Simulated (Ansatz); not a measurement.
**Fields on a plane of La2O3 (A-La2O3 type, space group P-3m1)**

```
CELL_PARAMETERS angstrom
      3.94042     0.00000     0.00000
     -1.97021     3.41251     0.00000
      0.00000     0.00000     6.18831
ATOMIC_POSITIONS crystal
  La 0.33333 0.66667 0.24738
  La 0.66667 0.33333 0.75262
  O  0.00000 0.00000 0.00000
  O  0.33333 0.66667 0.64529
  O  0.66667 0.33333 0.35471
```

The slice is a (1 -1 0 0) plane (indices of the conventional cell) through the point (0.333, 0.667, 0.247) (fractional), spanned by u = [110] and v = [001] in vectors of this cell: u (3.94 Å) and v (6.19 Å, at 90° to u). It covers one period; positions are fractions (u, v).

Atoms on it: La at (0.00, 0.00); O at (0.00, 0.40).

Level of theory: PBE (plane waves to 420 eV, PAW, scalar-relativistic; Ansatz, a program for electronic structure). k mesh 10×10×6. Near the nuclei the fields are pseudised (PAW); where an atom keeps semicore shells as valence, they peak there. La2O3 is run without spin polarisation. La2O3 was relaxed with its symmetry unable to fall. The PAW data are Ansatz's earlier set.

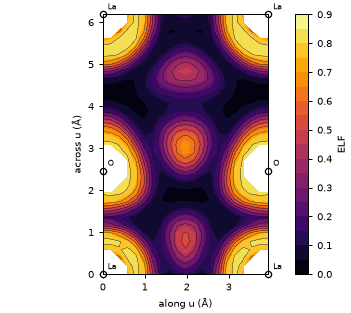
Fig. 1. Electron localisation function (ELF), one period of the plane, atoms marked. Points within 0.5 Å of a nucleus are left white, as the pseudised field means little there.

```
v \ u  0.00  0.15  0.30  0.45  0.60  0.75  0.90
-----  ----  ----  ----  ----  ----  ----  ----
0.88      x     x   2.8   8.2   7.3  <0.0     x
0.75    3.6   5.0   7.5   8.2   8.2   6.7   4.3
0.62    8.4   7.6   5.2   2.6   3.2   6.1   8.0
0.50      x     x   2.6  <0.0  <0.0   4.9     x
0.38      x     x   6.1   2.3   3.3     x     x
0.25      x   6.6   7.8   8.0   8.0   7.6     x
0.12      x     x   3.2   8.1   7.3  <0.0     x
0.00      x     x  <0.0   7.1   5.5     x     x
```

Values: electrostatic potential energy of an electron, from the cell's mean, in eV. Points within 1 Å of a nucleus are blanked (x), as the pseudised field means little there. Values under 0 eV are set to 0. The zero, the cell's mean, hangs on the PAW cores.

The density on the La–O line (2.46 Å) at its density minimum, 1.4 Å from La is 0.37 e/Å³ and the ELF at that point is 0.19. ELF maximum in the middle third of the La–O line: 0.83, 0.9 Å from La.
